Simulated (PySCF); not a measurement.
C2H7BrO, SMILES `Br.CCO`.

Method: HF/def2-SVPD; geometry: GFN2-xTB; program: PySCF. GFN2-xTB bond lengths at metals and heavier atoms can be off by up to 0.1 Å and shapes distorted, which carries into these values.

Geometry (Å), atoms numbered from 1:

```
Br1     -1.5439   -0.0867   -0.0160
H2      -0.2701    0.5388    0.0570
C3       2.4924   -1.0573    0.1916
C4       2.3026    0.3027   -0.4653
O5       1.3847    1.1218    0.2443
H6       3.1695   -1.6611   -0.4050
H7       1.5411   -1.5783    0.2726
H8       2.9154   -0.9455    1.1890
H9       1.8764    0.1919   -1.4646
H10      3.2640    0.8231   -0.5527
H11      1.6945    1.2202    1.1531
```

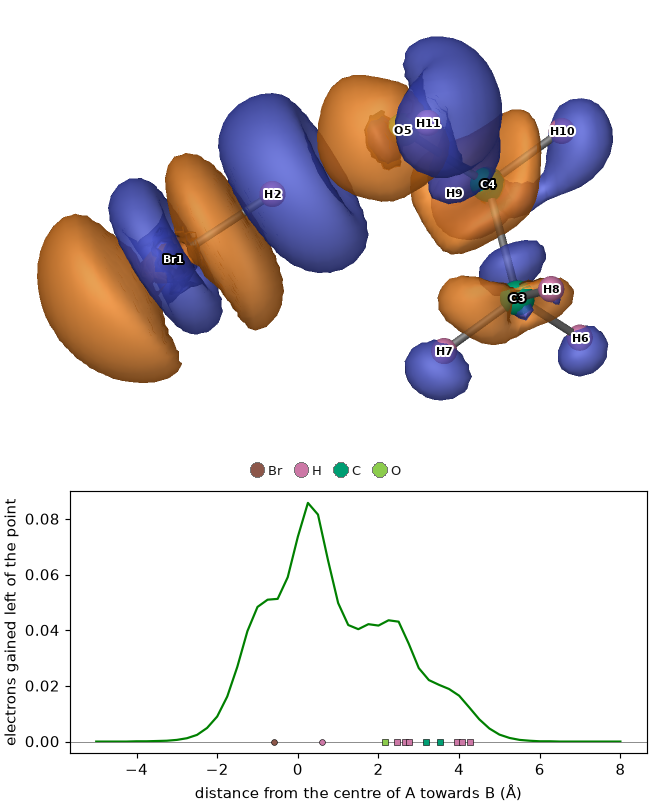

Density of the complex less the densities of the two fragments at the same geometry, ±0.004 e/Å³ (orange: gain, blue: loss). Fragment A: HBr (atoms 1–2); fragment B: H6C2O. Below: the charge-displacement curve along the line of centres (A on the left).

Which way does charge flow?

Answer. Hirshfeld charges show 0.045 e passing from B to A. By Hirshfeld charges, electrons gather most on Br1 (−0.086 e) and leave H2 most (+0.041 e); 0.17 e is displaced in all, which induces a dipole of 1.41 D.

What is the interaction energy, and which contacts carry it?

Answer. The counterpoise-corrected interaction energy of the frozen fragments is −1.9 kcal/mol without dispersion correction and −6.0 kcal/mol with D3(BJ). The pair geometry is semi-empirical, not a minimum at this level. Contacts: H2···O5, hydrogen bond, 1.76 Å, ρ = 0.038 a.u. The pose is a local one from a semi-empirical search, not shown to be the most stable.
